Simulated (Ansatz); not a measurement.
Effect of x(Lu) = 0.833, 8 atoms, P4/mmm on TiAl3

Base system: TiAl3 (space group I4/mmm, No. 139; a = 3.824 Å, c = 8.561 Å).

The other end (x = 1) is Lu3Ti (space group I4/mmm, No. 139; a hypothetical phase, not in the database extracts checked): 25.45 Å³/atom, gap zero; this end may not be an ambient phase.

Now apply this change: Lu replaces 83.3 % of the Al, ordered in a cell of 8 atoms (starting symmetry P4/mmm) and fully relaxed.

Method: Kohn–Sham DFT with the r2SCAN functional, run in Ansatz (a quantum-chemistry and plane-wave program) with PAW and 500 eV plane waves, without spin-orbit coupling. Settings: 10×10×5 k-points, 0.05 eV Fermi–Dirac smearing, for the changed cell.

| quantity | base | changed | shift |
|---|---|---|---|
| volume per atom | 15.65 Å³ | 23.67 Å³ | +8.02 Å³ |
| density | 3.42 g/cm³ | 8.75 g/cm³ | +5.33 g/cm³ |
| shortest interatomic distance | 2.704 Å | 3.144 Å | +0.440 Å |
| band gap | zero | zero | – |
| mixing energy (to 0.01 eV only: unlike meshes or grids) (against an end that may be hypothetical) | – | -0.05 eV/atom | – |
| deviation of the volume from the linear (Vegard-type) interpolation | – | -0.6 % | – |

Final structure:

```
CELL_PARAMETERS angstrom
      4.54460     0.00000     0.00000
      0.00000     4.54460     0.00000
      0.00000     0.00000     9.16877
ATOMIC_POSITIONS crystal
  Lu 0.00000 0.00000 0.50000
  Al 0.50000 0.50000 0.00000
  Lu 0.00000 0.50000 0.23701
  Lu 0.50000 0.00000 0.76299
  Lu 0.50000 0.00000 0.23701
  Lu 0.00000 0.50000 0.76299
  Ti 0.00000 0.00000 0.00000
  Ti 0.50000 0.50000 0.50000
```

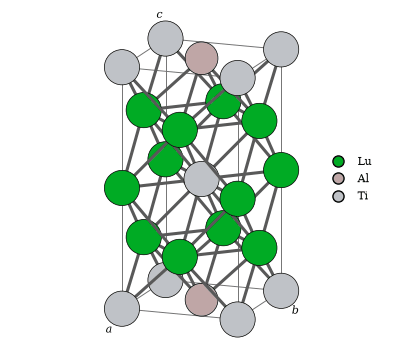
Figure. The relaxed conventional cell after the change

These are small ordered cells, not random alloys; other orderings at the same x differ. Stability against distortions was not tested. All final runs are without spin polarisation. An odd electron count without spin: TiAl3 and Lu3Ti. Lu5Ti2Al and Lu3Ti have a high density of states at the Fermi level and may be magnetic at this level.
